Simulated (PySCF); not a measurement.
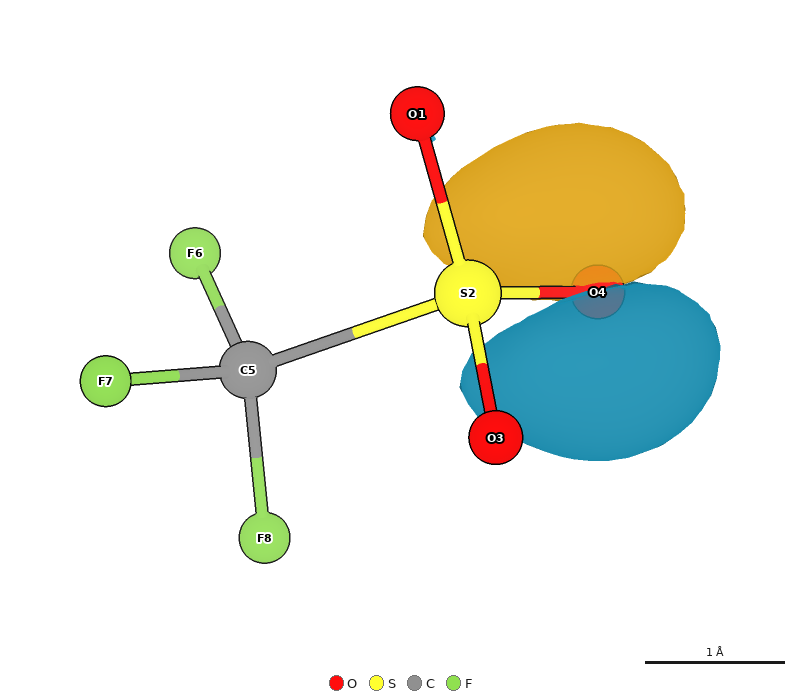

Figure 1: CF3O3S, charge −1, SMILES `[O-]S(=O)(=O)C(F)(F)F`. Pipek–Mezey orbitals, occupied; each surface holds about 80 % of the orbital's density. Energies are diagonal elements of the Fock matrix.

PySCF calculation, PBE/def2-SVP, gas phase; geometry: GFN2-xTB. No frequency check shows the geometry to be a minimum. GFN2-xTB bond lengths at metals and heavier atoms can be off by up to 0.1 Å and shapes distorted, which carries into these values. The basis has no diffuse functions, which an anion needs.

Q: What does this orbital represent?

A: Lone pair on O4 (p-type) (O4 89 %, S2 8 %; −2.3 eV).
